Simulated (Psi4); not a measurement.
# CH5AlO (AlH2(OMe)) at wB97X/aug-cc-pVDZ

What is the vertical singlet–triplet gap of CH5AlO (AlH2(OMe)) at wB97X/aug-cc-pVDZ? 

The results are computed with Psi4 1.11.

1 further run of the same task is left out (set aside as unsound or not needed).

**1. The molecule**

CH5AlO has 8 atoms, charge 0, and is taken as a singlet. SMILES: `[H][Al]([H])[O]C`. The shape comes from GFN2-xTB, which is rough for such elements, and wasn't checked as a minimum.

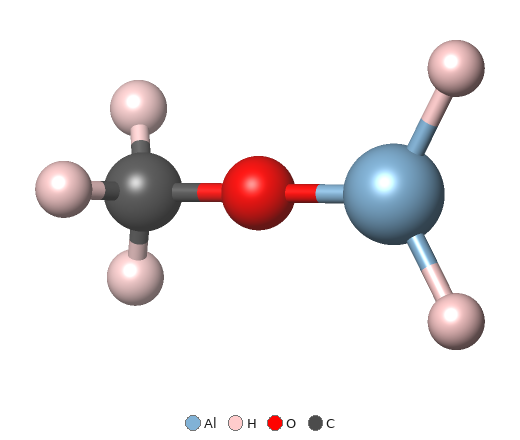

The structure, seen from a chosen angle (aluminium light blue, hydrogen pink, oxygen red, carbon dark grey).

**2. Energy and forces at wB97X/aug-cc-pVDZ**

The input, input.inp:

```
memory 1.6 GB

molecule {
  0 1
  Al     0.678800     1.296460     0.820380
  H      2.156100     1.245680     1.226460
  H     -0.185950     2.517190     1.153510
  O      0.014370     0.026590     0.019330
  C     -0.553050    -1.056190    -0.668220
  H     -1.326660    -0.698820    -1.350340
  H     -1.000100    -1.755910     0.041910
  H      0.216490    -1.575000    -1.243030
  units angstrom
  symmetry c1
}

set puream true
set e_convergence 1e-09
set d_convergence 1e-08
set scf_type pk
set dft_radial_points 99
set dft_spherical_points 590

E, wfn = gradient("wb97x/aug-cc-pVDZ", return_wfn=True)
oeprop(wfn, "DIPOLE", "MULLIKEN_CHARGES", "WIBERG_LOWDIN_INDICES")
```

Command:

```sh
psi4 input.inp input.out -n 1
```

input.out:

```text
[...]
  Running in c1 symmetry.
[...]
  Nuclear repulsion =  101.329557417419707
[...]
  Multiplicity = 1
[...]
  Nalpha       = 16
  Nbeta        = 16
[...]
    Number of basis functions: 118
[...]
   @RKS iter   1:  -358.55940034941801   -7.24021e-01   5.64194e-03 DIIS/ADIIS
[...]
   @RKS iter  10:  -358.75069116761074   -2.50679e-11   6.70538e-09 DIIS
[...]
  @RKS Final Energy:  -358.75069116761074
   => Energetics <=
    Nuclear Repulsion Energy =            101.3295574174197071
    One-Electron Energy =                -696.3185651703479380
    Two-Electron Energy =                 261.2702076188085130
    DFT Exchange-Correlation Energy =     -25.0318910334909965
    Empirical Dispersion Energy =           0.0000000000000000
    VV10 Nonlocal Energy =                  0.0000000000000000
    Total Energy =                       -358.7506911676107393
[...]
  -Total Gradient:
     Atom            X                  Y                   Z
    ------   -----------------  -----------------  -----------------
       1       -0.006346771273    -0.011950342347    -0.007537929705
       2       -0.015182793953     0.001769391788    -0.003549039381
       3        0.009954863495    -0.011932071856    -0.002792014866
       4        0.014812402954     0.028032128467     0.016869820291
       5       -0.006705457626    -0.012428826366    -0.007505736297
       6        0.004398594172    -0.000430114758     0.003685075549
       7        0.002060530067     0.003361447835    -0.002193693159
       8       -0.002877672394     0.003801434163     0.003170297675
[...]
 Multipole Moments:
 ------------------------------------------------------------------------------------
     Multipole            Electronic (a.u.)      Nuclear  (a.u.)        Total (a.u.)
 ------------------------------------------------------------------------------------
 L = 1.  Multiply by 2.5417464519 to convert [e a0] to [Debye]
 Dipole X            :          1.3215505           -1.4989629           -0.1774125
 Dipole Y            :          2.5256199           -2.8614675           -0.3358476
 Dipole Z            :          1.6076805           -1.8155793           -0.2078988
 Magnitude           :                                                    0.4330020
[...]
  Mulliken Charges: (a.u.)
   Center  Symbol    Alpha    Beta     Spin     Total
       1    AL     6.49532  6.49532  0.00000  0.00935
       2     H     0.41701  0.41701  0.00000  0.16597
       3     H     0.41752  0.41752  0.00000  0.16497
       4     O     4.26781  4.26781  0.00000 -0.53562
       5     C     2.44409  2.44409  0.00000  1.11183
       6     H     0.65346  0.65346  0.00000 -0.30691
       7     H     0.65106  0.65106  0.00000 -0.30211
       8     H     0.65374  0.65374  0.00000 -0.30748
   Total alpha = 16.00000, Total beta = 16.00000, Total charge =  0.00000
[...]
```

It took 46 s on 1 thread of Intel Xeon 6975P-C (Granite Rapids), shared host; peak memory 0.98 GiB.

**3. The triplet: the energy at U-wB97X/aug-cc-pVDZ**

The input, input.json:

```json
{
 "schema_name": "qcschema_input",
 "schema_version": 1,
 "molecule": {
  "schema_name": "qcschema_molecule",
  "schema_version": 2,
  "symbols": ["Al", "H", "H", "O", "C", "H", "H", "H"],
  "geometry": [1.28274609, 2.44995433, 1.55029352, 4.0744385, 2.35399404, 2.3176735, -0.35139457, 4.7567997, 2.17981798, 0.02715536, 0.05024782, 0.03652841, -1.04511303, -1.99590984, -1.26275279, -2.50702406, -1.32057841, -2.55177278, -1.8899151, -3.318189, 0.07919842, 0.40910681, -2.97631865, -2.34898626],
  "molecular_charge": 0,
  "molecular_multiplicity": 3,
  "fix_symmetry": "c1",
  "fix_com": true,
  "fix_orientation": true
 },
 "driver": "energy",
 "model": {
  "method": "wb97x",
  "basis": "aug-cc-pVDZ"
 },
 "keywords": {
  "reference": "uks",
  "puream": true,
  "e_convergence": 1e-09,
  "d_convergence": 1e-08,
  "scf_type": "pk",
  "dft_radial_points": 99,
  "dft_spherical_points": 590,
  "maxiter": 200,
  "scf_properties": ["MAYER_INDICES", "DIPOLE", "LOWDIN_CHARGES"]
 }
}
```

Command:

```sh
psi4 --qcschema input.json -n 1 --memory 1600MB
```

stdout:

```text
[...]
  Running in c1 symmetry.
[...]
  Nuclear repulsion =  101.329557473050784
[...]
  Multiplicity = 3
[...]
  Nalpha       = 17
  Nbeta        = 15
[...]
    Number of basis functions: 118
[...]
   @UKS iter   1:  -358.34588308908150   -5.10504e-01   5.56843e-03 ADIIS/DIIS
[...]
   @UKS iter  14:  -358.54675504106086   -1.93836e-11   5.23486e-09 DIIS
[...]
   @S^2 Observed:                2.012035576E+00
[...]
    Orbital Energies [Eh]
    ---------------------
    Alpha Occupied:
       1A    -56.055486     2A    -19.266593     3A    -10.350526
       4A     -4.240034     5A     -2.790628     6A     -2.789988
       7A     -2.789540     8A     -1.183890     9A     -0.848899
      10A     -0.646847    11A     -0.608997    12A     -0.597834
      13A     -0.540975    14A     -0.483766    15A     -0.448897
      16A     -0.441306    17A     -0.174516
    Alpha Virtual:
      18A      0.029737    19A      0.033058    20A      0.038003
      21A      0.049778    22A      0.052237    23A      0.069773
      24A      0.070526    25A      0.089458    26A      0.099837
[...]
  @UKS Final Energy:  -358.54675504106086
   => Energetics <=
    Nuclear Repulsion Energy =            101.3295574730507838
    One-Electron Energy =                -695.3639749045530607
    Two-Electron Energy =                 260.4310722815978920
    DFT Exchange-Correlation Energy =     -24.9434098911564348
    Empirical Dispersion Energy =           0.0000000000000000
    VV10 Nonlocal Energy =                  0.0000000000000000
    Total Energy =                       -358.5467550410608624
[...]
 Multipole Moments:
 ------------------------------------------------------------------------------------
     Multipole            Electronic (a.u.)      Nuclear  (a.u.)        Total (a.u.)
 ------------------------------------------------------------------------------------
 L = 1.  Multiply by 2.5417464519 to convert [e a0] to [Debye]
 Dipole X            :        -10.8384462           10.3574755           -0.4809707
 Dipole Y            :        -20.6991238           19.7716375           -0.9274863
 Dipole Z            :        -13.1645312           12.5454572           -0.6190740
 Magnitude           :                                                    1.2144202
[...]
```

The result, in JSON:

```text
{
 "driver": "energy",
 "model": {
  "method": "wb97x",
  "basis": "aug-cc-pVDZ"
 },
 "success": true,
 "return_result": -358.54675504106086,
 "properties": {
  "calcinfo_nbasis": 118,
  "calcinfo_nmo": 118,
  "calcinfo_nalpha": 17,
  "calcinfo_nbeta": 15,
  "calcinfo_natom": 8,
  "nuclear_repulsion_energy": 101.32955747305078,
  "return_energy": -358.54675504106086,
  "scf_one_electron_energy": -695.3639749045531,
  "scf_two_electron_energy": 260.4310722815979,
  "scf_xc_energy": -24.943409891156435,
  "scf_dipole_moment": [-0.48097072318825695, -0.9274863185010283, -0.6190740157981054],
  "scf_total_energy": -358.54675504106086,
  "scf_iterations": 14
 }
}
```

Wall time 44 s (1 thread of Intel Xeon 6975P-C (Granite Rapids), shared host); peak memory 0.98 GiB.

**4. Results**

Level: wB97X/aug-cc-pVDZ.

| quantity | value |
| --- | --- |
| singlet: total energy | -358.75069 Eh |
| singlet: dipole moment | 1.10 D |
| singlet: HOMO energy | -10.01 eV |
| singlet: LUMO energy | 0.70 eV |
| singlet: HOMO–LUMO gap | 10.70 eV |
| singlet: largest force on an atom | 1.847 eV/Å |
| triplet: total energy | -358.54676 Eh |
| triplet: dipole moment | 3.09 D |
| triplet: HOMO energy (highest over α and β) | -4.75 eV |
| triplet: LUMO energy (lowest over α and β) | -4.61 eV |
| triplet: ⟨S²⟩ | 2.012 |
| vertical energy of the triplet above the singlet | 5.549 eV |

What this shows: At this shape the triplet lies 5.55 eV (128 kcal/mol) above the singlet. The largest force (singlet) is 1.85 eV/Å: the shape isn't a stationary point for this species at this level.
